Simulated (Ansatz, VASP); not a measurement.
**Sb (Antimony) in two plane-wave programs**

One calculation is typed for both programs; each brings its own data sets and cutoff. How far apart do they land?

Calculated with Ansatz 0.2.0; plane waves, with VASP 6.6.1 beside it; single point at PBEsol.

### Step 1. The starting structure

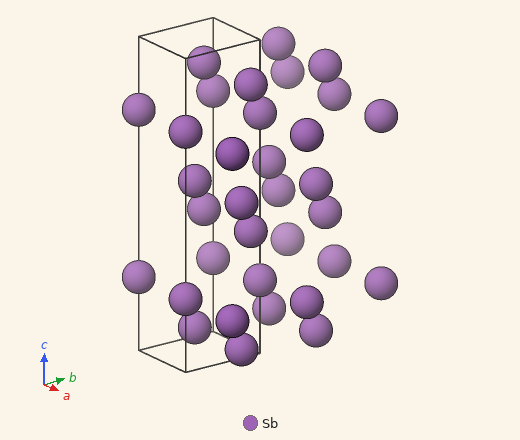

Start, viewed slightly off an axis; antimony purple. 2×2×1 cells are drawn. This picture shows the conventional cell, with its axes. Some periodic images of atoms are drawn too.

### Step 2. VASP: single point, PBEsol

With cell and atoms fixed, the geometry can't cause a difference; cores, projectors, grids and the points listed under the comparison can.

Lines of VASP's logs that name or quote its potential files are left out, and so is its time.

INCAR

```
SYSTEM = Sb
PREC = Accurate
ENCUT = 400
EDIFF = 1E-05
NELM = 100
ISMEAR = 0
SIGMA = 0.05
LREAL = .FALSE.
ALGO = Normal
GGA = PS
NBANDS = 11
LORBIT = 11
LWAVE = .FALSE.
LCHARG = .FALSE.
KPAR = 2
```

POSCAR

```
Sb
1.0
    2.1542000000      1.2437279499      3.7580000000
   -2.1542000000      1.2437279499      3.7580000000
    0.0000000000     -2.4874558998      3.7580000000
Sb
2
Direct
    0.7665100000      0.7665100000      0.7665100000
    0.2334900000      0.2334900000      0.2334900000
```

KPOINTS

```
Automatic mesh
0
Gamma
10 10 10
0 0 0
```

PAW data sets: Sb (PBE family, release 64).

The run is started by

```
> mpirun -np 2 vasp_std
```

Numbers of over 12 decimals in the logs are rounded to 6 here.

What it wrote:

```text
[banner, memory and clock lines left out]
running    2 mpi-ranks, on    1 nodes
 distrk:  each k-point on    1 cores,    2 groups
 distr:  one band on    1 cores,    1 groups

 POSCAR found type information on POSCAR Sb
 POSCAR found :  1 types and       2 ions
|                                                                             |
|               ----> ADVICE to this user running VASP <----                  |
|                                                                             |
|     You enforced a specific xc type in the INCAR file but a different       |
|     [... a line on the potential file left out ...]
|     I HOPE YOU KNOW WHAT YOU ARE DOING!                                     |
|                                                                             |

 LDA part: xc-table for (Slater+PW92), standard interpolation
 POSCAR, INCAR and KPOINTS ok, starting setup
 FFT: planning ... GRIDC
 FFT: planning ... GRID_SOFT
 FFT: planning ... GRID
 WAVECAR not read
 entering main loop
       N       E                     dE             d eps       ncg     rms          rms(c)
DAV:   1     0.283259660754E+02    0.28326E+02   -0.30935E+03  2552   0.577E+02
DAV:   2    -0.758399769218E+01   -0.35910E+02   -0.34531E+02  3259   0.102E+02
DAV:   3    -0.911673212483E+01   -0.15327E+01   -0.15204E+01  3140   0.235E+01
DAV:   4    -0.913041628736E+01   -0.13684E-01   -0.13675E-01  2855   0.261E+00
DAV:   5    -0.913057393912E+01   -0.15765E-03   -0.15765E-03  2986   0.312E-01    0.292E+00
DAV:   6    -0.911935939005E+01    0.11215E-01   -0.29009E-03  2863   0.311E-01    0.175E+00
DAV:   7    -0.911285160661E+01    0.65078E-02   -0.65910E-03  2801   0.468E-01    0.547E-02
DAV:   8    -0.911287950366E+01   -0.27897E-04   -0.16387E-04  2867   0.897E-02    0.194E-02
DAV:   9    -0.911288864111E+01   -0.91375E-05   -0.20610E-05  2757   0.274E-02
   1 F= -.91128886E+01 E0= -.91127508E+01  d E =-.275679E-03
```

OUTCAR, selected parts (step 2):

```text
ion  position               nearest neighbor table
   1  0.767  0.767  0.767-   2 2.91   2 2.91   2 2.91   2 3.35   2 3.35   2 3.35
   2  0.233  0.233  0.233-   1 2.91   1 2.91   1 2.91   1 3.35   1 3.35   1 3.35

  LATTYP: Found a trigonal (rhomboedric) cell.
 ALAT       =     4.5066618304
 COS(alpha) =     0.5430253624

 Subroutine GETGRP returns: Found 12 space group operations
 (whereof 12 operations were pure point group operations)

The static configuration has the point symmetry D_3d.

 Found    116 irreducible k-points:

   k-points           NKPTS =    116   k-points in BZ     NKDIM =    116   number of bands    NBANDS=     11

   dimension x,y,z NGX =    30 NGY =   30 NGZ =   30
   dimension x,y,z NGXF=    60 NGYF=   60 NGZF=   60

   ENCUT  =  400.0 eV  29.40 Ry    5.42 a.u.   7.35  7.35  7.35*2*pi/ulx,y,z

   NELECT =      10.0000    total number of electrons

 k-points in reciprocal lattice and weights: Automatic mesh
   0.00000000  0.00000000  0.00000000       0.001
   0.10000000 -0.00000000 -0.00000000       0.006
   0.20000000 -0.00000000 -0.00000000       0.006
   0.30000000 -0.00000000 -0.00000000       0.006
   0.40000000 -0.00000000  0.00000000       0.006
   0.50000000 -0.00000000 -0.00000000       0.003
   0.10000000  0.10000000 -0.00000000       0.006
   0.20000000  0.10000000  0.00000000       0.012
   0.30000000  0.10000000 -0.00000000       0.012
[...]
-0.40000000  0.50000000  0.40000000       0.006
   0.50000000  0.50000000  0.50000000       0.001

 average (electrostatic) potential at core
       1 -85.6836       2 -85.6836

 E-fermi :   7.0841

 k-point     1 :       0.0000    0.0000    0.0000
  band No.  band energies     occupation
      1      -5.6034      2.00000
      2       2.3269      2.00000
      3       5.0783      2.00000
      4       5.3451      2.00000
      5       5.3451      2.00000
      6       9.1845      0.00000
      7       9.8254      0.00000
      8       9.8254      0.00000
      9      12.2008      0.00000
     10      12.2008      0.00000
    ...

 k-point     2 :       0.1000   -0.0000   -0.0000
  band No.  band energies     occupation
      1      -5.4928      2.00000
      2       1.8362      2.00000
      3       5.1147      2.00000
      4       5.3168      2.00000
      5       5.5246      2.00000
      6       9.1414      0.00000
      7       9.5243      0.00000
      8       9.5667      0.00000
      9      11.7387      0.00000
     10      12.1344      0.00000
    ...

 k-point     3 :       0.2000   -0.0000   -0.0000
  band No.  band energies     occupation
      1      -5.1629      2.00000
      2       0.7540      2.00000
      3       5.1201      2.00000
      4       5.2564      2.00000
      5       5.8892      2.00000
      6       8.7077      0.00000
      7       8.8781      0.00000
      8       8.9401      0.00000
      9      11.7063      0.00000
     10      12.2719      0.00000
    ...

  Total        0.1670201      0.1670201     -0.0703575      0.0000000      0.0000000      0.0000000
  in kB        4.4295525      4.4295525     -1.8659555      0.0000000      0.0000000      0.0000000
  external PRESSURE =       2.3310498 kB  Pullay stress =       0.0000000 kB

  energy-cutoff  :      400.00
  volume of cell :       60.41
      direct lattice vectors                 reciprocal lattice vectors
     2.154200000  1.243727950  3.758000000     0.232104726  0.134005726  0.088699663
    -2.154200000  1.243727950  3.758000000    -0.232104726  0.134005726  0.088699663
     0.000000000 -2.487455900  3.758000000     0.000000000 -0.268011452  0.088699663

 POSITION                                       TOTAL-FORCE (eV/Angst)
 -----------------------------------------------------------------------------------
      0.00000      0.00000      8.64163         0.000000      0.000000     -0.186868
      0.00000      0.00000      2.63237         0.000000     -0.000000      0.186868
 -----------------------------------------------------------------------------------
    total drift:                                0.000000      0.000000     -0.000000

  FREE ENERGIE OF THE ION-ELECTRON SYSTEM (eV)
  ---------------------------------------------------
  free  energy   TOTEN  =        -9.1128886411 eV

  energy  without entropy=       -9.1126129621  energy(sigma->0) =       -9.11275080

 total charge
# of ion       s       p       d       tot
------------------------------------------
    1        1.216   1.148   0.035   2.399
    2        1.216   1.148   0.035   2.399
--------------------------------------------------
tot          2.432   2.295   0.071   4.798

[... 3 further parts left out ...]
```

The run ends at a pressure of 0.23 GPa, with forces up to 0.19 eV/Å.

### Step 3. Ansatz: single point, PBEsol

Ansatz runs on its default PAW (the set named soft_2) files.

The same cell, functional, mesh and smearing now go to Ansatz, which takes its cutoff from its data sets.

input.yaml

```yaml
crystal:
  lattice:
    - [2.1542, 1.2437279499, 3.758]
    - [-2.1542, 1.2437279499, 3.758]
    - [0.0, -2.4874558998, 3.758]
  atoms:
    - { symbol: Sb, position: [0.76651, 0.76651, 0.76651] }
    - { symbol: Sb, position: [0.23349, 0.23349, 0.23349] }
hamiltonian:
  xc: pbesol
  pseudopotentials: { kind: paw }
kpoints:
  mp_grid: { grid: [10, 10, 10] }
scf:
  occupations: { method: gaussian, width: 0.05 }
  n_extra_bands: 4
output:
  forces: true
  stress: true
  eigenvalues: true
  write_density: true
  write_potential: true
  elf: true
  volumetric_format: npy
```

The run is started by

```
> ansatz run input.yaml --threads 2 --pin off --max-ram 4608MiB --backend cpu --events-out ev --progress --plain --runs-dir out
```

What it wrote:

```text
scf.n_extra_bands = 4 over 15 filled bands (N_el = 30.0): the run solves 19 bands
Engine: ansatz 0.2.0, x86_64-unknown-linux-gnu
Pseudopotentials: kind: paw
Pseudopotential: Sb, paw, valence charge 15, recommended cutoff 420 eV (normal), Sb.paw.azcp
Functional definition: PBEsol
  exchange = pbesol_x
  correlation = pbesol_c
Crystal: 2 atoms, lattice volume = 60.411 Å³
Basis set: ecut = 420 eV, 1195 PW (Γ), exchange–correlation on 64×64×64 points (8 copies of the dense FFT grid, shifted against one another)
Bands: 19, of which v1, the nominal top of the filled ones, is band 15 counted from 1 (14 counted from 0)
Symmetry: 12 space group operations
Space group: R-3m (ITA 166), of the structure as read, at distance tolerance 3.9e-5 Å
k-points: 116 of 1000
Non-local potential: Sb, projectors of the file, l = 0: 2, l = 1: 2, l = 2: 2, l = 3: 2
PAW form: soft (Blöchl's): semilocal exchange-correlation on the pseudo side does not see the compensation charge
PAW frozen core: Sb, regenerated for the run's functional, and the local potential with it (the file was generated under x = pbe(κ = 0.804, μ = 0.219515), c = pbe(β = 0.066725))
PAW one-centre angular grid: Sb, 590 points (default); XC on 64 Gauss nodes
Initial density: superposition of atomic densities (neutral atoms: chi_scale 0, normalization atom), corrected by the library's trained network
Initial wavefunctions: pseudopotential atomic-orbital guess
Functional: x = pbesol(κ = 0.804, μ = 0.123457), c = pbesol(β = 0.046)
SCF iter   1: F=—  HF=-12816.172516 eV  |F-HF|=—  |Δ(HF+E_count)|=         —  Δρ=2.57e-3  dr2=2.91e-3  ethr=1.77e-3  ⟨swp⟩=6.3  Hψ=11609  notcnv=0
preconditioner: auto → none  [insulator: Δε(μ)=0.144 eV  Ē_g=8.653 eV  σ=0.050 eV  W_gap=0.68  n_scr=14 (ndim 8)  ℏωp=15.1 eV  f_vac=0.002  D(μ)=0.21/eV (n_scr^D=0)  ε∞_Penn≈4.0]
SCF iter   2: F=—  HF=-12816.169849 eV  |F-HF|=—  |Δ(HF+E_count)|=   2.67e-3  Δρ=1.29e-3  dr2=4.98e-4  ethr=9.70e-6  ⟨swp⟩=2.8  Hψ=5045  notcnv=0
SCF iter   3: F=—  HF=-12816.169750 eV  |F-HF|=—  |Δ(HF+E_count)|=   9.95e-5  Δρ=3.34e-4  dr2=5.50e-5  ethr=1.66e-6  ⟨swp⟩=2.0  Hψ=3945  notcnv=0
SCF iter   4: F=—  HF=-12816.169747 eV  |F-HF|=—  |Δ(HF+E_count)|=   2.55e-6  Δρ=9.89e-5  dr2=3.64e-6  ethr=1.83e-7  ⟨swp⟩=2.7  Hψ=3840  notcnv=0
SCF iter   5: F=—  HF=-12816.169748 eV  |F-HF|=—  |Δ(HF+E_count)|=   1.22e-6  Δρ=3.31e-5  dr2=4.20e-7  ethr=1.21e-8  ⟨swp⟩=2.0  Hψ=3945  notcnv=0
SCF iter   6: F=-12816.169748 eV  HF=-12816.169748 eV  |F-HF|=1.06e-10  |Δ(HF+E_count)|=   2.48e-7  Δρ=2.30e-6  dr2=2.19e-9  ethr=3.33e-10  ⟨swp⟩=10.0  Hψ=16518  notcnv=0
SCF 1 converged in 6 iterations: F = -12816.169748 eV  dr2 = 2.19e-9
  greatest PAW one-centre occupation: 0.996 electrons in one spin orbital (limit 2), on the Sb atom at site 1 (counted from 0), in its partial waves of l = 2
SCF converged after 6 iterations
Free energy (F): -12816.169748 eV
Harris-Foulkes:  -12816.169748 eV  (|F-HF|=1.06e-10)
Internal energy: -12816.169476 eV  (E = F + TS)
E sigma→0 (E₀):  -12816.169612 eV
Entropy (-TS):   -0.000272 eV (-0.136 meV/atom)
Fermi energy:    9.888074 eV
--- Per-component energies (eV) ---
  E_band       = -341.564944
  E_kinetic    = 414.886881
  E_local      = -3198.125744  (includes V_loc(G=0)·N_el)
  E_nonlocal   = 728.102986
  E_hartree    = 1447.337156
  E_xc         = -275.076960
  E_vxc        = -193.364912  (∫ρ·V_xc dr)
  E_paw        = -8999.087453  (= ΣΔE_a)
  E_vpaw       = -987.740788  (= ΣTr[D̂ρ^β])
  E_aug_tail   = -0.000004  (compensation charges beyond the density's cutoff)
  E_ewald      = -2934.870052
  E_core_change = 0.663714  (= ΣΔE_core)
  E_smearing   = -0.000272  (= −TS)
  E_closure    = 0.000000  (closes the sum)
  Σ components = -12816.169748   (vs F -12816.169748, Δ=0.00e0)
--- Forces (eV/Å), atoms counted from 1 ---
  atom   1  Sb    -0.00000000    -0.00000000    -0.12898551
  atom   2  Sb     0.00000000     0.00000000     0.12898551
  max |Σ_I F_I| component: 8.10e-18 eV/Å
--- Stress (GPa, compression-positive) ---
        0.216699       0.000000       0.000000
        0.000000       0.216699       0.000000
        0.000000       0.000000      -0.316011
  P = ⅓ Tr σ = 0.0391 GPa (0.391 kbar)
--- Band table (eV; the first three rows and the last of 116) ---
  k-point 0: bands = [... 11 lower, 5.0870, 7.8732, 8.1468, 8.1468, 12.0059, 12.6257, 12.6257, 15.0516]
  k-point 1: bands = [... 11 lower, 4.6045, 7.9110, 8.1194, 8.3189, 11.9573, 12.3208, 12.3634, 14.5762]
  k-point 2: bands = [... 11 lower, 3.5337, 7.9177, 8.0610, 8.6761, 11.5103, 11.6726, 11.7321, 14.5393]
  k-point 115: bands = [... 11 lower, 0.9269, 8.6294, 8.6294, 9.4266, 10.0605, 10.0605, 11.0196, 16.8908]
```

Elapsed: 3.4 s, on 2 threads of AMD EPYC 7B13 (Zen 3), shared host; peak memory 0.46 GiB; 6.5 s of CPU time.

The run ends at a pressure of 0.04 GPa, with forces up to 0.13 eV/Å.

### Step 4. Comparison

Known differences besides the PAW data sets themselves: the data sets hold 30 valence electrons in Ansatz (default PAW (the set named soft_2) files) and 10 in VASP; the cutoff is 420 eV in Ansatz and 400 eV in VASP; Ansatz makes its cores anew for this functional, VASP keeps those of its PBE data sets; VASP leaves aspherical gradient terms in its spheres out (LASPH is not set), Ansatz keeps them. Total energies have different zeros and are not compared.

Both answers:

```
      quantity  Ansatz  VASP  difference
pressure (GPa)    0.04  0.23       -0.19
```

Forces (eV/Å; atoms numbered as in POSCAR):

```
atom        Ansatz x, y, z          VASP x, y, z
 Sb1  0.000, 0.000, -0.129  0.000, 0.000, -0.187
 Sb2   0.000, 0.000, 0.129   0.000, 0.000, 0.187
```

The forces differ by 33 meV/Å r.m.s., which is 31.0 % of the r.m.s. force of 0.11 eV/Å (both taken over all components).

### Step 5. Further runs

The difference is large enough to ask for its cause, so further runs change the set-up of one program at a time, as the table lists.

```
                                                           run  r.m.s. force difference (meV/Å)
                                                      as above                               33
cores kept as stored, as VASP does, whose cores stay as stored                               33
                             Ansatz's all-electron LAPW method                               34
                       Ansatz's larger PAW set (cutoff 430 eV)                               33
                   norm-conserving potentials (cutoff 1088 eV)                               29
```

### Step 6. What came out

```yaml
r_m_s_force_difference_single_point_pbesol: 33 meV/Å
```

What this shows: The r.m.s. force difference is 33 meV/Å (single point, PBEsol), beyond the 12 meV/Å picked in this series as the mark of a large difference. For single point, PBEsol: no further run halves the r.m.s. force difference; only Ansatz's side was varied, and Ansatz's runs with other potentials lie closer to each other than to VASP, which for this quantity points to VASP's side; this was not tested here. The all-electron run, which needs no data set, lies 34 meV/Å from VASP, against 33 for Ansatz's PAW result. 1 further run on this material is not shown. Differences of this kind measure data sets and numerical settings, not the functional's error against experiment.

[Lines on the potential files, build, host, timing and source positions are cut from VASP's logs without a mark.]

[Logs are printed without paths, hosts, clocks, repeated set-up lines and the standing remarks that a program may print on its own settings, such as how far it seeks lower states.]

[Hosts, paths, dates, database ids (printed as entryN), source tags and the programs' standing remarks are cut or masked in the printed files.]
